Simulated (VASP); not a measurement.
Band structure of Eu (bcc). All values below come from r2SCAN+rVV10, VASP's PBE PAW potentials (set 64) (plane waves; VASP).

The 4f electrons are frozen in the core of the lanthanide potential, so 4f levels, which can set the real gap, and their magnetism are missing.

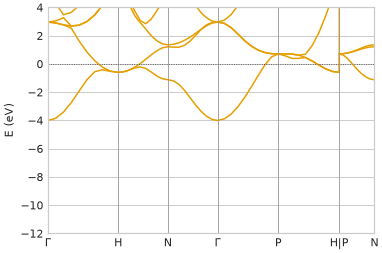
Fig. 1. Bands along high-symmetry lines, zero at the valence-band maximum or, without a gap, the Fermi level

Q: Read the plot: is there a gap, and where are the band edges?

A: It has no gap at this level: it comes out as a metal or semimetal.

The compound is Eu in the bcc structure. It was relaxed first, which changed the volume by -12 %.
